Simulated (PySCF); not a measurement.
**BeN₂: relaxation and vibrations of the triplet**

Aim: relax BeN₂ as a triplet from a side-on start, check by its vibrations whether the end is a minimum, and collect its spectrum and constants.

Program: PySCF 2.14.0. Level of theory: PBE0, basis Be def2-TZVP, N def2-TZVP, no relativity, density fitting. These are calculated values, not measurements.

## Step 1: The starting structure

3 atoms, charge 0, spin multiplicity 3.

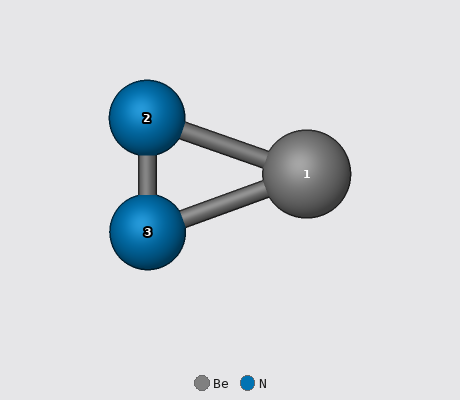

Start geometry, drawn with beryllium grey, nitrogen blue; atoms are numbered from 1 in the order of the file.

```xyz
3
charge 0 multiplicity 3
Be    0.0000    0.0000    0.0000
N     0.6000    0.0000    1.6778
N    -0.6000    0.0000    1.6778
```

## Step 2: The SCF at the typed geometry

The steps below are one call of a driver around PySCF. For each, scf.py gives the equivalent set-up of the SCF; relaxations use the driver's own optimiser. After this first run the driver tries any further starts and a stability analysis.

scf.py

```python
from pyscf import gto, scf, dft
mol = gto.M(atom='''
Be     0.000000     0.000000     0.000000
N      0.600000     0.000000     1.677800
N     -0.600000     0.000000     1.677800''',
    basis={'Be': 'def2-TZVP', 'N': 'def2-TZVP'},
    charge=0, spin=2)
mf = dft.UKS(mol, xc='PBE0')
mf.grids.atom_grid = (50, 194)
aux = {'Be': 'def2-universal-JKFIT', 'N': 'def2-universal-JKFIT'}
mf = mf.density_fit(auxbasis=aux)
mf.conv_tol = 1e-08
mf.diis_space = 10
mf.max_cycle = 60
mf.init_guess = 'minao'
mf.verbose = 4
mf.kernel()
```

The run is started by

```console
$ OMP_NUM_THREADS=2 python axn.py task.json out
```

After this run come: Relaxing the triplet from the side-on start; Hessian and properties.

**Question.** What will these runs give? Wanted: minimum; geometry; wavenumbers; dipole moment; highest occupied, lowest empty level; polar-tensor charge of Be1; zero-point energy; atomisation energy; ⟨S²⟩.

The runs gave:

| quantity | value |
| --- | --- |
| minimum | triplet, C2v |
| geometry | Be–N 1.702 Å (×2), N–N 1.170 Å; Be–N–N 69.9° (×2), N–Be–N 40.2° |
| wavenumbers (cm⁻¹) | 508 (b2), 801 (a1), 1929 (a1) |
| dipole moment | 0.07 D |
| highest occupied, lowest empty level (either spin) | -6.08, -2.27 eV |
| polar-tensor charge of Be1 | +0.29 e |
| zero-point energy | 19.4 kJ/mol |
| entropy at 298.15 K | 244.3 J/(mol K) |
| atomisation energy (no zero-point energy) | 879 kJ/mol |
| ⟨S²⟩ | 2.003 |

The side-on start keeps its C2v symmetry and ends in a minimum. The strongest infrared band lies at 801 cm⁻¹ (a1). Most of the spin sits on Be1 (Mulliken spin 1.25, against 2 for the whole molecule). Other starts or spin states, not run here, may lie lower.
